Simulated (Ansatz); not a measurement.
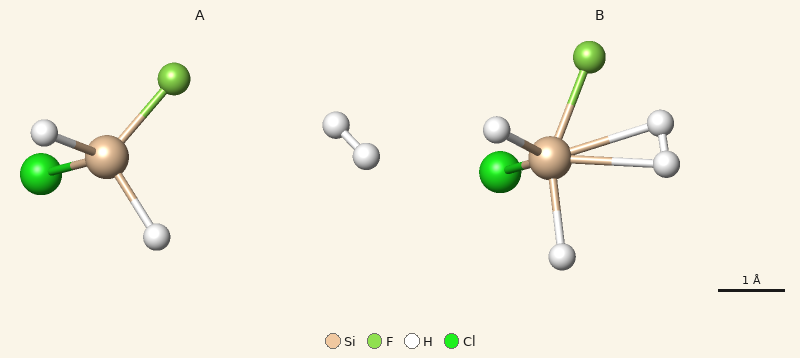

Two geometries of SiH4ClF (started from a transition state, displaced along its imaginary mode), drawn at one scale. One is the start of a relaxation, the other its converged end. A ball-and-stick model, seen at a tilt.

The calculation used RKS PBE0-D4/def2-TZVP (Ansatz 0.2.0). Set-up: force threshold 0.005 eV/Å; at most 200 steps.

Which geometry has the lower energy?

Structure A is the relaxed one. Over 20 accepted moves (21 points after the start) the energy falls by 206.9 kJ/mol. Largest force component: 5.1 eV/Å at the start, 0.0033 eV/Å at the end. The line search rejected the trial step at point 14 of the run. The forces were under the threshold at step 13, but the run went on from there. An H atom moves most after the best rigid fit: 1.61 Å. Largest moves by element: H 1.61 Å, Cl 0.91 Å, Si 0.70 Å, F 0.41 Å. Some distances before and after: H–Si 1.824 → 4.118 Å, H–Si 1.779 → 3.623 Å, F–Si 1.692 → 1.591 Å, H–H 0.668 → 0.747 Å. Bonds break: H–Si (1.78 → 3.62 Å). Among the angles between lasting bonds that change: F–Si–H 152.6° → 108.3°, F–Si–Cl 93.2° → 108.7°, F–Si–H 94.2° → 108.2°.
